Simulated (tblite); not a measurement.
## Geometry relaxation of C₂H₁₂FNSi₃ (part 1 of 3)

C₂H₁₂FNSi₃, SMILES F[SiH2]N[SiH2]CC[SiH3], computed with GFN2-xTB geometry optimisation, gas phase (tblite 0.8.0).

It belongs to a series of runs on one base structure; here: H on C replaced by CH2SiH3.

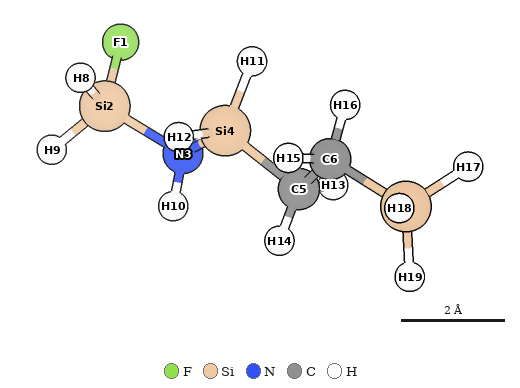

Fig. 1: The structure as given in the input (ball-and-stick view, seen at a tilt; atoms are numbered from 1 in the order of the input). Bond lengths as drawn: C–C 1.51 Å, C–H 1.09 to 1.12 Å, C–Si 1.85 to 1.88 Å, F–Si 1.67 Å, H–N 1.05 Å, H–Si 1.45 to 1.50 Å and N–Si 1.77 to 1.80 Å.

## Input
```
{"job": {"kind": "relax", "xc": "GFN2-xTB", "basis": "xTB"}, "charge": 0, "multiplicity": 1}
F     -4.543300     0.627100    -0.926300
Si    -3.788100    -0.303800     0.232300
N     -2.165100    -0.786900    -0.390500
Si    -0.860100     0.227900     0.242900
C      0.838300    -0.436300    -0.196300
C      1.796300     0.592300     0.356300
Si     3.581900     0.203500     0.050600
H     -3.642500     0.485700     1.464000
H     -4.647400    -1.491700     0.452900
H     -1.959500    -1.783700    -0.147200
H     -0.908000     1.602700    -0.220000
H     -0.875600     0.263400     1.739200
H      0.848200    -0.480700    -1.304500
H      0.966600    -1.416400     0.266400
H      1.573500     0.666600     1.447700
H      1.545500     1.578800    -0.114200
H      4.115200     1.105200    -0.978900
H      4.299300     0.571900     1.299300
H      3.815100    -1.216500    -0.250800
```

The first line tells a small driver script what to run in tblite; the rest is the geometry in Å.

Machine: 1 CPU thread, shared host.

Run as:
```bash
OMP_NUM_THREADS=1 python <driver script> task.json out
```

## The program's output
```
step      E/eV     max force
  0    -634.76709    1.675
  1    -634.95672    1.270
  2    -635.08873    0.837
  3    -635.13115    0.722
  4    -635.17281    0.482
  5    -635.19299    0.528
  6    -635.23718    0.533
  7    -635.26118    0.398
  8    -635.27837    0.264
  9    -635.28906    0.245
 10    -635.29998    0.279
 11    -635.31319    0.326
 12    -635.32625    0.277
 13    -635.33509    0.202
 14    -635.34128    0.206
 15    -635.34679    0.207
 16    -635.35156    0.178
 17    -635.35490    0.476
 18    -635.35972    0.212
 19    -635.36363    0.165
 20    -635.36651    0.169
 21    -635.36883    0.140
 22    -635.37142    0.141
 23    -635.37439    0.130
 24    -635.37773    0.151
 25    -635.38076    0.122
 26    -635.38329    0.116
 27    -635.38547    0.135
 28    -635.38758    0.128
 29    -635.38969    0.133
 30    -635.39157    0.098
 31    -635.39350    0.270
 32    -635.39589    0.206
 33    -635.40118    0.145
 34    -635.40360    0.135
 35    -635.40682    0.155
 36    -635.40967    0.167
 37    -635.41453    0.189
 38    -635.42142    0.247
 39    -635.42968    0.219
 40    -635.43584    0.154
 41    -635.43990    0.145
 42    -635.44300    0.112
 43    -635.44587    0.131
 44    -635.44858    0.135
 45    -635.45105    0.119
 46    -635.45334    0.114
 47    -635.45547    0.121
 48    -635.45717    0.102
 49    -635.45848    0.083
 50    -635.45966    0.079
 51    -635.46125    0.094
 52    -635.46270    0.102
 53    -635.46370    0.053
 54    -635.46414    0.050
 55    -635.46444    0.046
 56    -635.46485    0.065
 57    -635.46538    0.064
 58    -635.46589    0.058
 59    -635.46631    0.056
 60    -635.46672    0.058
 61    -635.46715    0.045
 62    -635.46753    0.043
 63    -635.46777    0.031
 64    -635.46793    0.033
 65    -635.46815    0.036
 66    -635.46853    0.052
 67    -635.46913    0.075
 68    -635.46986    0.077
 69    -635.47051    0.059
 70    -635.47103    0.054
 71    -635.47153    0.058
 72    -635.47227    0.091
 73    -635.47341    0.108
 74    -635.47463    0.104
 75    -635.47557    0.061
 76    -635.47611    0.051
 77    -635.47656    0.049
 78    -635.47711    0.054
 79    -635.47807    0.079
 80    -635.47887    0.067
 81    -635.47942    0.043
 82    -635.47988    0.048
 83    -635.48048    0.072
 84    -635.48131    0.084
 85    -635.48260    0.064
 86    -635.48341    0.058
 87    -635.48397    0.055
 88    -635.48458    0.072
 89    -635.48515    0.068
 90    -635.48562    0.058
 91    -635.48585    0.037
 92    -635.48615    0.040
 93    -635.48635    0.030
 94    -635.48650    0.024
 95    -635.48659    0.024
 96    -635.48676    0.031
 97    -635.48693    0.035
 98    -635.48712    0.030
 99    -635.48724    0.025
100    -635.48731    0.020
101    -635.48741    0.023
102    -635.48755    0.035
103    -635.48771    0.038
104    -635.48785    0.033
105    -635.48801    0.031
106    -635.48822    0.036
107    -635.48848    0.036
108    -635.48871    0.033
109    -635.48883    0.019
110    -635.48889    0.014
111    -635.48895    0.016
112    -635.48904    0.023
113    -635.48915    0.025
114    -635.48924    0.020
115    -635.48930    0.016
116    -635.48934    0.014
117    -635.48941    0.021
118    -635.48954    0.031
119    -635.48976    0.040
120    -635.49003    0.035
121    -635.49028    0.033
122    -635.49048    0.032
123    -635.49068    0.040
124    -635.49095    0.039
125    -635.49134    0.043
126    -635.49184    0.048
127    -635.49231    0.067
128    -635.49290    0.090
129    -635.49346    0.078
130    -635.49408    0.062
131    -635.49451    0.058
132    -635.49492    0.058
133    -635.49524    0.064
134    -635.49563    0.054
135    -635.49585    0.038
136    -635.49600    0.037
137    -635.49613    0.035
138    -635.49628    0.031
139    -635.49635    0.050
140    -635.49647    0.024
141    -635.49652    0.011
142    -635.49655    0.017
143    -635.49659    0.017
144    -635.49663    0.017
145    -635.49671    0.020
146    -635.49680    0.023
147    -635.49691    0.023
148    -635.49700    0.021
149    -635.49707    0.016
150    -635.49712    0.019
151    -635.49718    0.021
152    -635.49724    0.019
153    -635.49730    0.021
154    -635.49736    0.017
155    -635.49744    0.018
156    -635.49752    0.019
157    -635.49760    0.016
158    -635.49768    0.014
159    -635.49774    0.013
160    -635.49780    0.015
161    -635.49781    0.043
162    -635.49791    0.020
163    -635.49796    0.015
164    -635.49808    0.015
165    -635.49812    0.017
166    -635.49820    0.022
167    -635.49830    0.023
168    -635.49839    0.028
169    -635.49849    0.024
170    -635.49872    0.023
171    -635.49882    0.027
172    -635.49897    0.026
173    -635.49908    0.040
174    -635.49930    0.031
175    -635.49967    0.033
176    -635.50014    0.042
177    -635.50064    0.047
178    -635.50112    0.067
179    -635.50145    0.101
180    -635.50187    0.131
181    -635.50249    0.048
182    -635.50289    0.043
183    -635.50360    0.083
184    -635.50391    0.111
185    -635.50439    0.077
186    -635.50509    0.052
187    -635.50526    0.046
188    -635.50565    0.031
189    -635.50609    0.041
190    -635.50625    0.032
191    -635.50637    0.059
192    -635.50651    0.020
193    -635.50658    0.017
194    -635.50664    0.020
195    -635.50668    0.020
196    -635.50672    0.022
197    -635.50675    0.015
198    -635.50677    0.015
199    -635.50679    0.012
200    -635.50680    0.009
```

## Trajectory as extended XYZ (Å, eV, eV/Å), 25 of the 201 frames kept, from step=0 to step=200
```
19
Properties=species:S:1:pos:R:3:forces:R:3 step=0 energy=-634.76709
F    -4.5433    0.6271   -0.9263    0.8540  -0.8740   1.1460
Si   -3.7881   -0.3038    0.2323    0.2850  -0.0910  -1.0120
N    -2.1651   -0.7869   -0.3905   -0.6700  -0.1930   1.5120
Si   -0.8601    0.2279    0.2429   -0.6280  -0.3710   0.3950
C     0.8383   -0.4363   -0.1963   -0.9990  -0.0170  -0.6700
C     1.7963    0.5923    0.3563   -0.8690   0.7050   0.3290
Si    3.5819    0.2035    0.0506    1.3440   0.0890   0.3380
H    -3.6425    0.4857    1.4640   -0.1890  -0.0190  -0.4370
H    -4.6474   -1.4917    0.4529    0.3330   0.4280  -0.2730
H    -1.9595   -1.7837   -0.1472   -0.3650   1.1770  -0.5630
H    -0.9080    1.6027   -0.2200   -0.3240   0.1410  -0.1900
H    -0.8756    0.2634    1.7392   -0.1170   0.0220  -0.2640
H     0.8482   -0.4807   -1.3045    0.5650  -0.3620   0.6400
H     0.9666   -1.4164    0.2664    0.3610   0.0610  -0.4190
H     1.5735    0.6666    1.4477    0.3090   0.1980  -0.7400
H     1.5455    1.5788   -0.1142    0.2030  -0.6820   0.5820
H     4.1152    1.1052   -0.9789   -0.0220  -0.1990  -0.1070
H     4.2993    0.5719    1.2993   -0.0230  -0.1830  -0.2390
H     3.8151   -1.2165   -0.2508   -0.0470   0.1700  -0.0290
19
Properties=species:S:1:pos:R:3:forces:R:3 step=8 energy=-635.27837
F    -4.4395    0.5819   -0.8779    0.0020  -0.0410   0.0030
Si   -3.8106   -0.3399    0.2793    0.0380   0.0050  -0.0370
N    -2.2052   -0.7530   -0.1907   -0.0910  -0.0610   0.1500
Si   -0.8794    0.2570    0.2994   -0.1040  -0.2360  -0.0550
C     0.8067   -0.4309   -0.2194    0.0280   0.0230   0.0460
C     1.7948    0.5867    0.3462    0.0680   0.0790   0.0570
Si    3.6350    0.2284    0.0789    0.2080  -0.0290  -0.0060
H    -3.7251    0.5463    1.4259   -0.1980  -0.0340   0.0320
H    -4.6442   -1.5296    0.3771    0.0720   0.1020  -0.0390
H    -2.0200   -1.7385   -0.2848    0.0650   0.0920  -0.1300
H    -1.0564    1.6003   -0.2709   -0.0660  -0.1340   0.0470
H    -0.9179    0.2919    1.7803    0.0950   0.1290  -0.1030
H     0.9489   -0.5443   -1.2943   -0.1120   0.1980  -0.0160
H     1.0118   -1.4197    0.1910   -0.0440   0.0220   0.1640
H     1.6126    0.6943    1.4142   -0.0180  -0.0970   0.1150
H     1.5577    1.5653   -0.0671    0.0200   0.0790  -0.1160
H     4.1356    1.0530   -1.0257    0.0340  -0.0350   0.0250
H     4.3631    0.5430    1.3202   -0.0210  -0.0290  -0.1560
H     3.8222   -1.1831   -0.2587    0.0250  -0.0330   0.0190
19
Properties=species:S:1:pos:R:3:forces:R:3 step=17 energy=-635.35490
F    -4.4078    0.5641   -0.9007    0.0360  -0.0370  -0.0060
Si   -3.8365   -0.3469    0.2998   -0.0700  -0.0750   0.0610
N    -2.2154   -0.8180   -0.0309   -0.1760   0.3930   0.2030
Si   -0.8916    0.2358    0.3265   -0.0530   0.0200   0.0350
C     0.8115   -0.3974   -0.1930    0.0770  -0.0130   0.0110
C     1.8269    0.5965    0.3591    0.1250   0.0970   0.0510
Si    3.6663    0.2093    0.0604    0.1190  -0.0480  -0.0220
H    -3.9026    0.5483    1.4483    0.0380  -0.1570  -0.1220
H    -4.6550   -1.5478    0.3214   -0.0040   0.0430  -0.0210
H    -2.0519   -1.7063   -0.4531    0.0770  -0.2700  -0.1390
H    -1.1684    1.5323   -0.2954    0.0540   0.0640  -0.0490
H    -0.8707    0.3941    1.7882   -0.0160   0.0290   0.0610
H     0.9306   -0.4725   -1.2706   -0.0560  -0.0180  -0.1090
H     1.0258   -1.3819    0.2170   -0.0490  -0.1140   0.0140
H     1.6582    0.6936    1.4290    0.0240  -0.0200   0.1570
H     1.6048    1.5776   -0.0524   -0.0140   0.1610  -0.0800
H     4.1864    1.0131   -1.0539   -0.0450  -0.0590   0.0370
H     4.4309    0.5266    1.2757   -0.0420  -0.0070  -0.0860
H     3.8488   -1.2112   -0.2525   -0.0250   0.0090   0.0060
19
Properties=species:S:1:pos:R:3:forces:R:3 step=25 energy=-635.38076
F    -4.3917    0.5336   -0.9273   -0.0120  -0.0510   0.0000
Si   -3.8710   -0.3887    0.2888    0.0440   0.0030   0.0300
N    -2.2236   -0.8150    0.0405   -0.0010  -0.0110  -0.0310
Si   -0.8964    0.2598    0.3549   -0.0830   0.0180   0.0230
C     0.8125   -0.3686   -0.1692   -0.0440  -0.0320  -0.0210
C     1.8497    0.6167    0.3733    0.0400  -0.0530  -0.0030
Si    3.6747    0.1832    0.0436    0.1220   0.0010  -0.0080
H    -3.9460    0.4771    1.4452   -0.0310   0.0130   0.0460
H    -4.7052   -1.5777    0.2856    0.0460   0.0080  -0.0660
H    -2.0527   -1.6524   -0.4900    0.0750   0.0150   0.0110
H    -1.1442    1.5356   -0.3235    0.0070   0.0700  -0.0080
H    -0.8678    0.4517    1.8114   -0.0560   0.0270   0.0340
H     0.8975   -0.4436   -1.2524    0.0360   0.0600  -0.0620
H     1.0112   -1.3687    0.2149    0.0270  -0.0070   0.0830
H     1.7106    0.7029    1.4520   -0.0380   0.0050   0.0120
H     1.6404    1.6076   -0.0346   -0.0200  -0.0220   0.0180
H     4.1909    0.9773   -1.0779   -0.0400  -0.0730  -0.0100
H     4.4606    0.5241    1.2384   -0.0300  -0.0410  -0.0650
H     3.8408   -1.2457   -0.2509   -0.0430   0.0690   0.0170
19
Properties=species:S:1:pos:R:3:forces:R:3 step=33 energy=-635.40118
F    -4.3919    0.4702   -0.9453    0.0140   0.0690   0.0080
Si   -3.8679   -0.4264    0.2884    0.0210  -0.0110  -0.0210
N    -2.2011   -0.7999    0.0764    0.0140   0.0380  -0.0440
Si   -0.9024    0.3157    0.3823   -0.0510   0.0050   0.0260
C     0.8007   -0.3406   -0.1431   -0.0540   0.0000   0.0150
C     1.8630    0.6174    0.3945    0.0630   0.0040  -0.0080
Si    3.6733    0.1603    0.0199    0.1370  -0.0450  -0.0110
H    -4.0049    0.4023    1.4676   -0.0080   0.0210  -0.0070
H    -4.7014   -1.6102    0.2048    0.0820  -0.0960   0.0080
H    -1.9947   -1.5956   -0.5050    0.0200   0.0120   0.0160
H    -1.1065    1.5859   -0.3344   -0.0400  -0.0190   0.0560
H    -0.9263    0.5288    1.8397   -0.0010   0.0310  -0.0730
H     0.8792   -0.3962   -1.2299    0.0180  -0.0350   0.0050
H     0.9923   -1.3429    0.2406   -0.0280  -0.0160  -0.0050
H     1.7384    0.6973    1.4749   -0.0120   0.0150   0.0250
H     1.6669    1.6116   -0.0070   -0.0360   0.0660   0.0330
H     4.1732    0.9047   -1.1458   -0.0700  -0.0680   0.0560
H     4.4976    0.5044    1.1887   -0.0400  -0.0170  -0.0920
H     3.8028   -1.2776   -0.2446   -0.0310   0.0460   0.0130
19
Properties=species:S:1:pos:R:3:forces:R:3 step=42 energy=-635.44300
F    -4.3874    0.4405   -0.9407   -0.0190  -0.0030  -0.0050
Si   -3.8385   -0.5107    0.2396    0.0330  -0.0140  -0.0160
N    -2.1419   -0.7271    0.0646    0.0430   0.0720  -0.0020
Si   -0.9205    0.4521    0.4249   -0.0240   0.1040   0.0320
C     0.7671   -0.2641   -0.0674   -0.0600   0.0200   0.0120
C     1.8879    0.6344    0.4545    0.0330  -0.0140   0.0300
Si    3.6413    0.0707   -0.0348    0.0680  -0.0050  -0.0370
H    -4.1328    0.2214    1.4537    0.0340   0.0030   0.0140
H    -4.4955   -1.7911    0.0566   -0.0060  -0.0260  -0.0360
H    -1.8421   -1.4962   -0.5126   -0.0550  -0.0070   0.0140
H    -1.0902    1.7282   -0.2883   -0.0630  -0.0400  -0.0570
H    -1.0466    0.7487    1.8598    0.0600  -0.0890  -0.0160
H     0.8375   -0.3404   -1.1546    0.0260   0.0320  -0.0060
H     0.8977   -1.2787    0.3131    0.0240   0.0310   0.0600
H     1.8131    0.6926    1.5406   -0.0030  -0.0870   0.0700
H     1.7127    1.6551    0.1106    0.0320  -0.0030  -0.0910
H     4.0587    0.6969   -1.2954   -0.0600  -0.0230   0.0200
H     4.5892    0.4644    1.0151   -0.0400  -0.0300  -0.0410
H     3.6806   -1.3874   -0.2164   -0.0250   0.0780   0.0550
```
